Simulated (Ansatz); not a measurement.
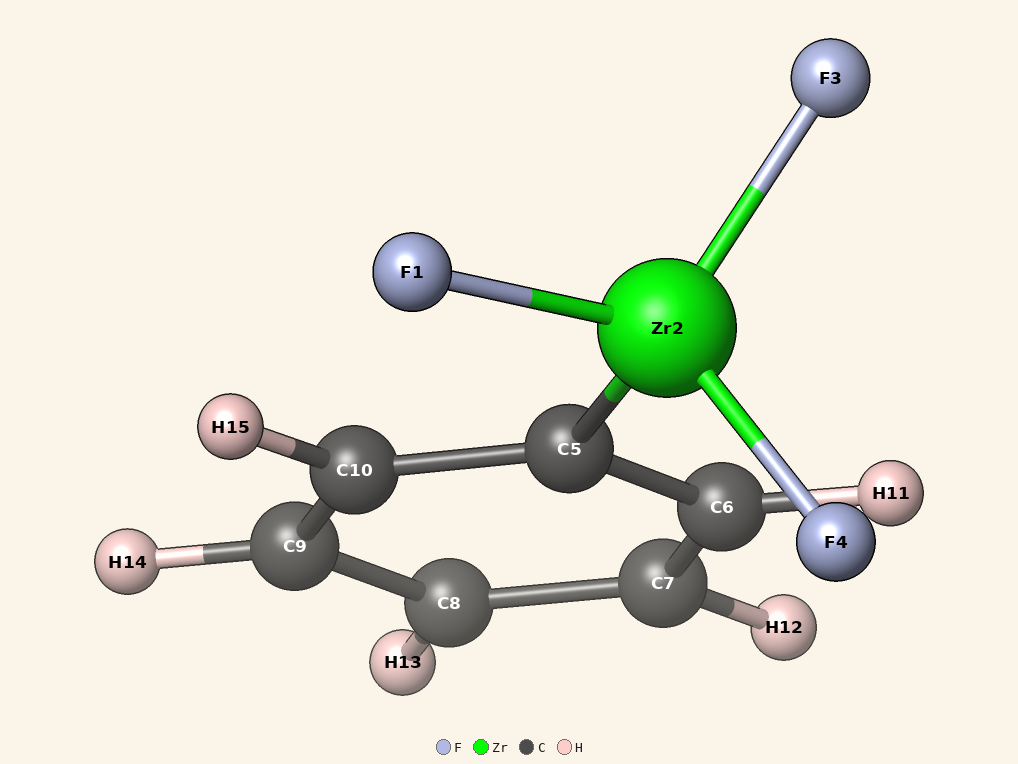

Depth is shown by fading: the farther an atom, the more it takes the colour of the background. The species is neutral and a spin singlet. The geometry was computed by an optimisation with PBE0-D4/def2-TZVP.

> How is the 6-membered ring C5–C6–C7–C8–C9–C10 puckered?

It is planar. The Cremer–Pople amplitude Q is 0.00 Å.

> Give the torsion angles round the ring, beginning with the bond from its second to its third atom.

0°, 0°, 0°, 0°, 0°, 0°.
